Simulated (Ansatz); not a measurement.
**GaSb wire along [111], 38 atoms a period, H-terminated: bands along the axis**

Wanted: the relaxed geometry and the bands of the GaSb wire along [111], 38 atoms a period, H-terminated.

Method: DFT PBE, plane waves, PAW; relaxation of a wire's period; PAW set soft_1, in the first sound run; inputs show where later runs differ, in Ansatz 0.2.0.

## (1) The starting structure

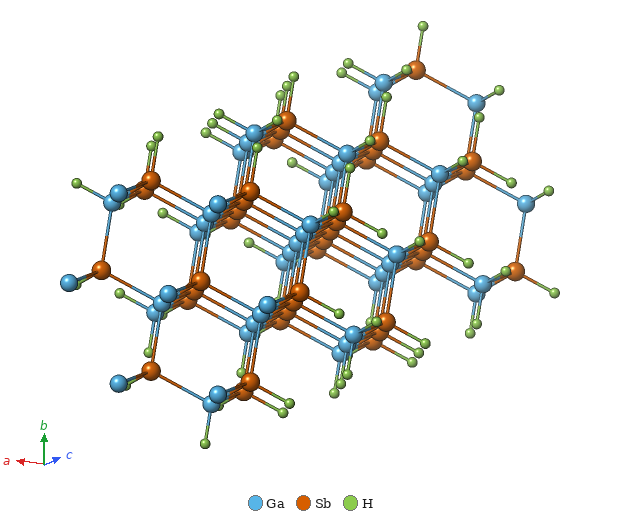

The starting structure, seen at a slant to the c axis (gallium blue, antimony orange, hydrogen green). 1×1×2 cells are drawn. Some periodic images of atoms are drawn too.

The cell holds 68 atoms: 19 Ga, 19 Sb and 30 H. Its edges and angles: a = 18.440 Å, b = 20.080 Å, c = 10.756 Å, α = 90.0°, β = 90.0°, γ = 90.0°. Vacuum lies along a and b. The structure's axis is c.

## (2) Relaxation of atoms and period

Band widths follow the bond lengths, so the wire is relaxed first. The atoms and the third cell vector are free; the box across stays fixed as vacuum. A Fermi-Dirac smearing is set since the result may be a metal. The pressure printed is a third of the stress's trace over the whole box, vacuum included; only the stress along the axis is relaxed.

File input.yaml:

```yaml
crystal:
  lattice:
    - [18.44, 0.0, 0.0]
    - [0.0, 20.08, 0.0]
    - [0.0, 0.0, 10.756035515]
  atoms:
    - { symbol: Ga, position: [0.380934684, 0.306635918, 0.0] }
    - { symbol: Ga, position: [0.500000115, 0.496020023, 0.0] }
    - { symbol: Ga, position: [0.619065547, 0.306635918, 0.0] }
    - { symbol: Ga, position: [0.738130978, 0.496020023, 0.0] }
    - { symbol: Sb, position: [0.261869253, 0.496020023, 0.25] }
    - { symbol: Sb, position: [0.380934684, 0.306635918, 0.25] }
    - { symbol: Sb, position: [0.380934684, 0.685404127, 0.25] }
    - { symbol: Sb, position: [0.500000115, 0.496020023, 0.25] }
    - { symbol: Sb, position: [0.619065547, 0.306635918, 0.25] }
    - { symbol: Sb, position: [0.619065547, 0.685404127, 0.25] }
    - { symbol: Sb, position: [0.738130978, 0.496020023, 0.25] }
    - { symbol: H, position: [0.191909133, 0.659368679, 0.284368576] }
    - { symbol: H, position: [0.500000115, 0.169322709, 0.284368576] }
    - { symbol: H, position: [0.808091097, 0.659368679, 0.284368576] }
    - { symbol: H, position: [0.184381779, 0.454936461, 0.304233117] }
    - { symbol: H, position: [0.30344721, 0.265552356, 0.304233117] }
    - { symbol: H, position: [0.380934684, 0.76757125, 0.304233117] }
    - { symbol: H, position: [0.619065547, 0.76757125, 0.304233117] }
    - { symbol: H, position: [0.696553021, 0.265552356, 0.304233117] }
    - { symbol: H, position: [0.815618452, 0.454936461, 0.304233117] }
    - { symbol: Ga, position: [0.261869253, 0.622276092, 0.333333333] }
    - { symbol: Ga, position: [0.380934684, 0.432891988, 0.333333333] }
    - { symbol: Ga, position: [0.500000115, 0.622276092, 0.333333333] }
    - { symbol: Ga, position: [0.500000115, 0.243507883, 0.333333333] }
    - { symbol: Ga, position: [0.619065547, 0.432891988, 0.333333333] }
    - { symbol: Ga, position: [0.738130978, 0.622276092, 0.333333333] }
    - { symbol: Sb, position: [0.261869253, 0.622276092, 0.583333333] }
    - { symbol: Sb, position: [0.380934684, 0.432891988, 0.583333333] }
    - { symbol: Sb, position: [0.500000115, 0.622276092, 0.583333333] }
    - { symbol: Sb, position: [0.500000115, 0.243507883, 0.583333333] }
    - { symbol: Sb, position: [0.619065547, 0.432891988, 0.583333333] }
    - { symbol: Sb, position: [0.738130978, 0.622276092, 0.583333333] }
    - { symbol: H, position: [0.191909133, 0.406856539, 0.61770191] }
    - { symbol: H, position: [0.261869253, 0.295578779, 0.61770191] }
    - { symbol: H, position: [0.430039996, 0.785624749, 0.61770191] }
    - { symbol: H, position: [0.569960235, 0.785624749, 0.61770191] }
    - { symbol: H, position: [0.738130978, 0.295578779, 0.61770191] }
    - { symbol: H, position: [0.808091097, 0.406856539, 0.61770191] }
    - { symbol: H, position: [0.184381779, 0.581192531, 0.63756645] }
    - { symbol: H, position: [0.261869253, 0.704443215, 0.63756645] }
    - { symbol: H, position: [0.422512642, 0.202424321, 0.63756645] }
    - { symbol: H, position: [0.577487589, 0.202424321, 0.63756645] }
    - { symbol: H, position: [0.738130978, 0.704443215, 0.63756645] }
    - { symbol: H, position: [0.815618452, 0.581192531, 0.63756645] }
    - { symbol: Ga, position: [0.261869253, 0.369763953, 0.666666667] }
    - { symbol: Ga, position: [0.380934684, 0.559148058, 0.666666667] }
    - { symbol: Ga, position: [0.500000115, 0.369763953, 0.666666667] }
    - { symbol: Ga, position: [0.500000115, 0.748532162, 0.666666667] }
    - { symbol: Ga, position: [0.619065547, 0.559148058, 0.666666667] }
    - { symbol: Ga, position: [0.738130978, 0.369763953, 0.666666667] }
    - { symbol: Sb, position: [0.261869253, 0.369763953, 0.916666667] }
    - { symbol: Sb, position: [0.380934684, 0.559148058, 0.916666667] }
    - { symbol: Sb, position: [0.500000115, 0.369763953, 0.916666667] }
    - { symbol: Sb, position: [0.500000115, 0.748532162, 0.916666667] }
    - { symbol: Sb, position: [0.619065547, 0.559148058, 0.916666667] }
    - { symbol: Sb, position: [0.738130978, 0.369763953, 0.916666667] }
    - { symbol: H, position: [0.191909133, 0.533112609, 0.951035243] }
    - { symbol: H, position: [0.310974565, 0.722496714, 0.951035243] }
    - { symbol: H, position: [0.380934684, 0.232450744, 0.951035243] }
    - { symbol: H, position: [0.619065547, 0.232450744, 0.951035243] }
    - { symbol: H, position: [0.689025666, 0.722496714, 0.951035243] }
    - { symbol: H, position: [0.808091097, 0.533112609, 0.951035243] }
    - { symbol: H, position: [0.184381779, 0.328680391, 0.970899784] }
    - { symbol: H, position: [0.500000115, 0.830699285, 0.970899784] }
    - { symbol: H, position: [0.815618452, 0.328680391, 0.970899784] }
    - { symbol: Ga, position: [0.261869253, 0.496020023, 0.0] }
    - { symbol: Ga, position: [0.380934684, 0.685404127, 0.0] }
    - { symbol: Ga, position: [0.619065547, 0.685404127, 0.0] }
kpoints:
  mp_grid: { grid: [1, 1, 8] }
scf:
  occupations: { method: fermi_dirac, width: 0.05 }
hamiltonian:
  xc: pbe
  pseudopotentials: { kind: paw, azcp: { folder: soft_1 } }
relax:
  cell: { fix: [a, b, alpha, beta, gamma] }
  max_steps: 45
  f_tol: 0.03
```

On the command line:

```sh
> ansatz run input.yaml --threads 4 --pin off --max-ram 16384MiB --backend cpu --events-out ev --progress --plain --runs-dir out
```

Numbers of over 12 decimals in the logs are rounded to 6 here.

Log:

```text
Engine: ansatz 0.2.0, aarch64-unknown-linux-gnu
Pseudopotentials: kind: paw
Pseudopotential: Ga, paw, valence charge 13, recommended cutoff 420 eV (normal), soft_1/Ga.paw.azcp
Pseudopotential: Sb, paw, valence charge 15, recommended cutoff 420 eV (normal), soft_1/Sb.paw.azcp
Pseudopotential: H, paw, valence charge 1, recommended cutoff 420 eV (normal), soft_1/H.paw.azcp
Functional definition: PBE
  parameter kappa = 0.804
  parameter beta = 0.066725
  exchange = pbe_x(kappa = kappa, mu = beta*pi^2/3)
  correlation = pbe_c(beta = beta)
Crystal: 68 atoms, lattice volume = 3982.693 Å³
Basis set: ecut = 420 eV, 77745 PW (Γ), exchange–correlation on 250×270×144 points (8 copies of the dense FFT grid, shifted against one another)
Bands: 349, of which v1, the nominal top of the filled ones, is band 281 counted from 1 (280 counted from 0)
Symmetry: 2 space group operations
Space group: Pm (ITA 6), of the structure as read, at distance tolerance 1.6e-4 Å
k-points: 5 of 8 (time reversal used)
Non-local potential: Ga, projectors of the file, l = 0: 2, l = 1: 2, l = 2: 3, l = 3: 1
Non-local potential: Sb, projectors of the file, l = 0: 2, l = 1: 2, l = 2: 2, l = 3: 1
Non-local potential: H, projectors of the file, l = 0: 2, l = 1: 1
PAW form: soft (Blöchl's): semilocal exchange-correlation on the pseudo side does not see the compensation charge
PAW one-centre angular grid: Ga, 590 points (default); XC on 64 Gauss nodes
PAW one-centre angular grid: Sb, 590 points (default); XC on 64 Gauss nodes
PAW one-centre angular grid: H, 110 points (default); XC on 64 Gauss nodes
Initial density: superposition of atomic densities (neutral atoms: chi_scale 0, normalization atom)
Initial wavefunctions: pseudopotential atomic-orbital guess
Functional: x = pbe(κ = 0.804, μ = 0.219515), c = pbe(β = 0.066725)
SCF iter   1: F=—  HF=-195562.342212 eV  |F-HF|=—  |Δ(HF+E_count)|=         —  Δρ=2.85e-2  dr2=3.23e1  ethr=3.10e-3  ⟨swp⟩=7.0  Hψ=6109  notcnv=0  defer=130
preconditioner: auto → Resta (q_TF=auto, 1.969 Å⁻¹)  ε∞=1.7  [insulator: Δε(μ)=1.631 eV  Ē_g=13.127 eV  σ=0.050 eV  W_gap=1.00  n_scr=512 (ndim 8)  ℏωp=11.3 eV  f_vac=0.585  D(μ)=0.00/eV (n_scr^D=0)  ε∞_Penn≈1.7  vacuum switching on, ρ_ref=1.2e-2 e/Å³]
SCF iter   2: F=—  HF=-195554.455144 eV  |F-HF|=—  |Δ(HF+E_count)|=    7.89e0  Δρ=1.20e-2  dr2=6.63e0  ethr=3.10e-3  ⟨swp⟩=3.0  Hψ=2259  notcnv=0  defer=283
SCF iter   3: F=—  HF=-195553.907164 eV  |F-HF|=—  |Δ(HF+E_count)|=   5.48e-1  Δρ=4.77e-3  dr2=4.76e0  ethr=1.18e-3  ⟨swp⟩=4.0  Hψ=2301  notcnv=0  defer=287
SCF iter   4: F=—  HF=-195553.130468 eV  |F-HF|=—  |Δ(HF+E_count)|=   7.77e-1  Δρ=1.62e-3  dr2=2.09e-1  ethr=8.46e-4  ⟨swp⟩=4.0  Hψ=3100  notcnv=0  defer=271
SCF iter   5: F=—  HF=-195553.128445 eV  |F-HF|=—  |Δ(HF+E_count)|=   2.02e-3  Δρ=7.42e-4  dr2=1.71e-2  ethr=3.73e-5  ⟨swp⟩=3.0  Hψ=3140  notcnv=0  defer=271
SCF iter   6: F=—  HF=-195553.130616 eV  |F-HF|=—  |Δ(HF+E_count)|=   2.17e-3  Δρ=2.56e-4  dr2=2.36e-3  ethr=3.05e-6  ⟨swp⟩=2.0  Hψ=2404  notcnv=0  defer=271
SCF iter   7: F=—  HF=-195553.132062 eV  |F-HF|=—  |Δ(HF+E_count)|=   1.45e-3  Δρ=8.76e-5  dr2=7.45e-4  ethr=4.20e-7  ⟨swp⟩=2.0  Hψ=2404  notcnv=0  defer=271
SCF iter   8: F=—  HF=-195553.132198 eV  |F-HF|=—  |Δ(HF+E_count)|=   1.36e-4  Δρ=2.68e-5  dr2=6.18e-5  ethr=1.33e-7  ⟨swp⟩=2.0  Hψ=2399  notcnv=0  defer=271
SCF iter   9: F=—  HF=-195553.132083 eV  |F-HF|=—  |Δ(HF+E_count)|=   1.15e-4  Δρ=1.46e-5  dr2=1.29e-5  ethr=1.10e-8  ⟨swp⟩=2.0  Hψ=2925  notcnv=0  defer=271
SCF iter  10: F=—  HF=-195553.132093 eV  |F-HF|=—  |Δ(HF+E_count)|=   1.03e-5  Δρ=7.57e-6  dr2=8.53e-6  ethr=2.29e-9  ⟨swp⟩=2.0  Hψ=2259  notcnv=0  defer=271
SCF iter  11: F=—  HF=-195553.132094 eV  |F-HF|=—  |Δ(HF+E_count)|=   7.73e-7  Δρ=2.28e-6  dr2=3.43e-7  ethr=1.52e-9  ⟨swp⟩=2.0  Hψ=2379  notcnv=0  defer=271
SCF iter  12: F=-195553.132094 eV  HF=-195553.132094 eV  |F-HF|=1.83e-8  |Δ(HF+E_count)|=   3.82e-7  Δρ=7.53e-7  dr2=3.63e-8  ethr=1.78e-11  ⟨swp⟩=5.0  Hψ=5904  notcnv=0
SCF 1 converged in 12 iterations: F = -195553.132094 eV  dr2 = 3.63e-8
  greatest PAW one-centre occupation: 0.995 electrons in one spin orbital (limit 2), on the Sb atom at site 29 (counted from 0), in its partial waves of l = 2
relax step   1: F+E_penalty+E_count = -195553.13209412 eV  Δ(F+E_penalty+E_count) = +0.000e0 eV  max|allowed force component| = 6.552e-1 eV/Å  Δτ_max = 0.0000 Å  P = -0.340 GPa  Ω = 3982.693 Å³  fix = [a, b, alpha, beta, gamma]  reactions: a -0.470, b -0.473 GPa; alpha +0.000 GPa/rad  (12 SCF iters, dr2 threshold 1.00e-7 eV, accepted)
Crystal: 68 atoms, lattice volume = 3978.040 Å³
Basis set: ecut = 420 eV, 77641 PW (Γ), exchange–correlation on 250×270×144 points (8 copies of the dense FFT grid, shifted against one another)
Initial density: handed on by an earlier stage of this run
Initial wavefunctions: those handed on with the density
iter 1 solved again at ethr=3.29e-4 eV; its pass at ethr=3.10e-3 eV (dr2=1.85e0 eV) is discarded
SCF iter   1: F=—  HF=-195554.800492 eV  |F-HF|=—  |Δ(HF+E_count)|=         —  Δρ=8.97e-3  dr2=1.88e0  ethr=3.29e-4  ⟨swp⟩=5.4  Hψ=7573  notcnv=0
preconditioner: auto → Resta (q_TF=auto, 1.969 Å⁻¹)  ε∞=1.7  [insulator: Δε(μ)=1.752 eV  Ē_g=13.197 eV  σ=0.050 eV  W_gap=1.00  n_scr=512 (ndim 8)  ℏωp=11.4 eV  f_vac=0.626  D(μ)=0.00/eV (n_scr^D=0)  ε∞_Penn≈1.7  vacuum switching on, ρ_ref=1.3e-2 e/Å³]
SCF iter   2: F=—  HF=-195554.480671 eV  |F-HF|=—  |Δ(HF+E_count)|=   3.20e-1  Δρ=4.41e-3  dr2=3.68e-1  ethr=3.29e-4  ⟨swp⟩=6.6  Hψ=2923  notcnv=0  defer=1
SCF iter   3: F=—  HF=-195554.491156 eV  |F-HF|=—  |Δ(HF+E_count)|=   1.05e-2  Δρ=1.07e-3  dr2=1.83e-1  ethr=6.54e-5  ⟨swp⟩=3.0  Hψ=2633  notcnv=0  defer=278
SCF iter   4: F=—  HF=-195554.462242 eV  |F-HF|=—  |Δ(HF+E_count)|=   2.89e-2  Δρ=3.40e-4  dr2=1.52e-2  ethr=3.26e-5  ⟨swp⟩=3.0  Hψ=1911  notcnv=0  defer=278
SCF iter   5: F=—  HF=-195554.461095 eV  |F-HF|=—  |Δ(HF+E_count)|=   1.15e-3  Δρ=1.21e-4  dr2=1.20e-3  ethr=2.71e-6  ⟨swp⟩=2.0  Hψ=1749  notcnv=0  defer=278
SCF iter   6: F=—  HF=-195554.461240 eV  |F-HF|=—  |Δ(HF+E_count)|=   1.45e-4  Δρ=4.89e-5  dr2=1.19e-4  ethr=2.13e-7  ⟨swp⟩=2.0  Hψ=2675  notcnv=0  defer=278
SCF iter   7: F=—  HF=-195554.461279 eV  |F-HF|=—  |Δ(HF+E_count)|=   3.92e-5  Δρ=1.97e-5  dr2=1.70e-5  ethr=2.12e-8  ⟨swp⟩=2.0  Hψ=2397  notcnv=0  defer=278
SCF iter   8: F=-195554.461284 eV  HF=-195554.461284 eV  |F-HF|=3.06e-7  |Δ(HF+E_count)|=   4.12e-6  Δρ=6.72e-6  dr2=1.70e-6  ethr=1.21e-9  ⟨swp⟩=4.2  Hψ=5506  notcnv=0
SCF 2 converged in 8 iterations: F = -195554.461284 eV  dr2 = 1.70e-6
[...]
--- Forces (eV/Å), atoms counted from 1 ---
  atom   1  Ga    -0.00141179     0.00245103     0.00261906
  atom   2  Ga    -0.00000000    -0.00002202    -0.00331293
  atom   3  Ga     0.00141179     0.00245103     0.00261906
  atom   4  Ga    -0.00146356    -0.00250969     0.00257899
  atom   5  Sb     0.00398784    -0.00180233    -0.00635079
  atom   6  Sb     0.00038440     0.00437099    -0.00632980
  atom   7  Sb     0.00354395    -0.00254506    -0.00633884
  atom   8  Sb     0.00000000     0.00004112     0.00133893
  atom   9  Sb    -0.00038440     0.00437099    -0.00632980
  atom  10  Sb    -0.00354395    -0.00254506    -0.00633884
  atom  11  Sb    -0.00398784    -0.00180233    -0.00635079
  atom  12  H      0.00048781    -0.00026080    -0.00039555
  atom  13  H      0.00000000     0.00072008    -0.00035750
  atom  14  H     -0.00048781    -0.00026080    -0.00039555
  atom  15  H     -0.00215566     0.00209460     0.00278882
  atom  16  H      0.00075630    -0.00289384     0.00277677
  atom  17  H     -0.00289298     0.00082133     0.00278320
  atom  18  H      0.00289298     0.00082133     0.00278320
  atom  19  H     -0.00075630    -0.00289384     0.00277677
  atom  20  H      0.00215566     0.00209460     0.00278882
  atom  21  Ga    -0.00076061     0.00045415    -0.00376609
  atom  22  Ga    -0.00279376    -0.00166806    -0.00110345
  atom  23  Ga     0.00000000     0.00322150    -0.00110853
  atom  24  Ga    -0.00000000    -0.00108635    -0.00380832
  atom  25  Ga     0.00279376    -0.00166806    -0.00110345
  atom  26  Ga     0.00076061     0.00045415    -0.00376609
  atom  27  Sb     0.00134475    -0.00078845     0.00130264
  atom  28  Sb     0.00029249     0.00023800    -0.00133587
  atom  29  Sb    -0.00000000    -0.00026786    -0.00133486
  atom  30  Sb     0.00000000     0.00151351     0.00137445
  atom  31  Sb    -0.00029249     0.00023800    -0.00133587
  atom  32  Sb    -0.00134475    -0.00078845     0.00130264
  atom  33  H      0.00303633    -0.00113328    -0.00002482
  atom  34  H      0.00052612     0.00314132    -0.00002283
  atom  35  H      0.00244119    -0.00197342    -0.00001478
  atom  36  H     -0.00244119    -0.00197342    -0.00001478
  atom  37  H     -0.00052612     0.00314132    -0.00002283
  atom  38  H     -0.00303633    -0.00113328    -0.00002482
  atom  39  H     -0.00209690    -0.00367165    -0.00016740
  atom  40  H      0.00210353     0.00368971    -0.00017272
[...]
atom  57  H     -0.00245073     0.00084293    -0.00118497
  atom  58  H     -0.00191995     0.00175068    -0.00118928
  atom  59  H     -0.00052451    -0.00246915    -0.00120048
  atom  60  H      0.00052451    -0.00246915    -0.00120048
  atom  61  H      0.00191995     0.00175068    -0.00118928
  atom  62  H      0.00245073     0.00084293    -0.00118497
  atom  63  H     -0.00529024    -0.00304565    -0.00164951
  atom  64  H      0.00000000     0.00611033    -0.00170727
  atom  65  H      0.00529024    -0.00304565    -0.00164951
  atom  66  Ga     0.00146356    -0.00250969     0.00257899
  atom  67  Ga     0.00284229    -0.00012944     0.00259085
  atom  68  Ga    -0.00284229    -0.00012944     0.00259085
  max |Σ_I F_I| component: 1.01e-5 eV/Å
--- Stress (GPa, compression-positive) ---
        0.002154       0.000000      -0.000000
        0.000000       0.000420      -0.000006
       -0.000000      -0.000006      -0.003087
  P = ⅓ Tr σ = -0.0002 GPa (-0.002 kbar)
--- Relaxed structure (6 steps of the walk, 6 accepted, 1 SCFs on fresh bases) ---
  F+E_penalty+E_count = -195554.67990085 eV   max|allowed force component| = 6.687e-3 eV/Å   (the final SCF, on the basis selected at the relaxed cell)
  cell:  # Å, volume = 3985.1885 Å³
    - [18.44, 0, 0]
    - [0, 20.08, 0]
    - [0, 0, 10.762775]
  atoms:
    - { symbol: Ga, position: [0.380277, 0.303604, -0.00422938] }
    - { symbol: Ga, position: [0.5, 0.496017, 0.00269386] }
    - { symbol: Ga, position: [0.619723, 0.303604, -0.00422938] }
    - { symbol: Ga, position: [0.741315, 0.497016, -0.00423907] }
    - { symbol: Sb, position: [0.269264, 0.499079, 0.245809] }
    - { symbol: Sb, position: [0.387512, 0.310983, 0.245817] }
    - { symbol: Sb, position: [0.381743, 0.678008, 0.245808] }
    - { symbol: Sb, position: [0.5, 0.496021, 0.253711] }
    - { symbol: Sb, position: [0.612488, 0.310983, 0.245817] }
    - { symbol: Sb, position: [0.618257, 0.678008, 0.245808] }
    - { symbol: Sb, position: [0.730736, 0.499079, 0.245809] }
    - { symbol: H, position: [0.186761, 0.662088, 0.286134] }
    - { symbol: H, position: [0.5, 0.163871, 0.286067] }
    - { symbol: H, position: [0.813239, 0.662088, 0.286134] }
    - { symbol: H, position: [0.194039, 0.459309, 0.303212] }
    - { symbol: H, position: [0.312391, 0.271048, 0.303220] }
    - { symbol: H, position: [0.381642, 0.757718, 0.303213] }
    - { symbol: H, position: [0.618358, 0.757718, 0.303213] }
    - { symbol: H, position: [0.687609, 0.271048, 0.303220] }
    - { symbol: H, position: [0.805961, 0.459309, 0.303212] }
    - { symbol: Ga, position: [0.257317, 0.624693, 0.326532] }
    - { symbol: Ga, position: [0.383067, 0.434021, 0.343895] }
    - { symbol: Ga, position: [0.5, 0.620023, 0.343874] }
    - { symbol: Ga, position: [0.5, 0.238674, 0.326534] }
    - { symbol: Ga, position: [0.616933, 0.434021, 0.343895] }
    - { symbol: Ga, position: [0.742683, 0.624693, 0.326532] }
    - { symbol: Sb, position: [0.270754, 0.617565, 0.575591] }
    - { symbol: Sb, position: [0.377558, 0.431094, 0.591687] }
    - { symbol: Sb, position: [0.5, 0.625862, 0.591672] }
    - { symbol: Sb, position: [0.5, 0.252898, 0.575591] }
    - { symbol: Sb, position: [0.622442, 0.431094, 0.591687] }
    - { symbol: Sb, position: [0.729246, 0.617565, 0.575591] }
    - { symbol: H, position: [0.189686, 0.411143, 0.618710] }
    - { symbol: H, position: [0.264768, 0.291678, 0.618699] }
    - { symbol: H, position: [0.424908, 0.785276, 0.618714] }
    - { symbol: H, position: [0.575092, 0.785276, 0.618714] }
    - { symbol: H, position: [0.735232, 0.291678, 0.618699] }
    - { symbol: H, position: [0.810314, 0.411143, 0.618710] }
    - { symbol: H, position: [0.192385, 0.585712, 0.636298] }
    - { symbol: H, position: [0.261600, 0.695814, 0.636311] }
    - { symbol: H, position: [0.430779, 0.206498, 0.636293] }
    - { symbol: H, position: [0.569221, 0.206498, 0.636293] }
    - { symbol: H, position: [0.738400, 0.695814, 0.636311] }
    - { symbol: H, position: [0.807615, 0.585712, 0.636298] }
    - { symbol: Ga, position: [0.254306, 0.365763, 0.659976] }
    - { symbol: Ga, position: [0.387380, 0.555730, 0.676651] }
    - { symbol: Ga, position: [0.5, 0.376574, 0.676639] }
    - { symbol: Ga, position: [0.5, 0.756539, 0.660001] }
    - { symbol: Ga, position: [0.612620, 0.555730, 0.676651] }
    - { symbol: Ga, position: [0.745694, 0.365763, 0.659976] }
    - { symbol: Sb, position: [0.268526, 0.373293, 0.909585] }
    - { symbol: Sb, position: [0.380421, 0.559423, 0.924559] }
    - { symbol: Sb, position: [0.5, 0.369211, 0.924552] }
    - { symbol: Sb, position: [0.5, 0.741483, 0.909603] }
    - { symbol: Sb, position: [0.619579, 0.559423, 0.924559] }
    - { symbol: Sb, position: [0.731474, 0.373293, 0.909585] }
    - { symbol: H, position: [0.188600, 0.535148, 0.953840] }
    - { symbol: H, position: [0.307394, 0.724109, 0.953820] }
    - { symbol: H, position: [0.381200, 0.228795, 0.953851] }
    - { symbol: H, position: [0.618800, 0.228795, 0.953851] }
    - { symbol: H, position: [0.692606, 0.724109, 0.953820] }
    - { symbol: H, position: [0.811400, 0.535148, 0.953840] }
    - { symbol: H, position: [0.194376, 0.333983, 0.972349] }
    - { symbol: H, position: [0.5, 0.820111, 0.972353] }
    - { symbol: H, position: [0.805624, 0.333983, 0.972349] }
    - { symbol: Ga, position: [0.258685, 0.497016, -0.00423907] }
    - { symbol: Ga, position: [0.378402, 0.687446, -0.00423791] }
    - { symbol: Ga, position: [0.621598, 0.687446, -0.00423791] }
[key lines of the parts left out:]
SCF converged after 6 iterations
Free energy (F): -195554.679901 eV
Fermi energy:    -0.708888 eV
```

It took 25 min on 4 threads of Arm Neoverse V2, shared host; peak memory 11 GiB.

[end of part 1 of 2]

[Logs are printed without paths, hosts, clocks, repeated set-up lines and the standing remarks that a program may print on its own settings, such as how far it seeks lower states.]

[Hosts, paths, dates, database ids (printed as entryN), source tags and the programs' standing remarks are cut or masked in the printed files.]
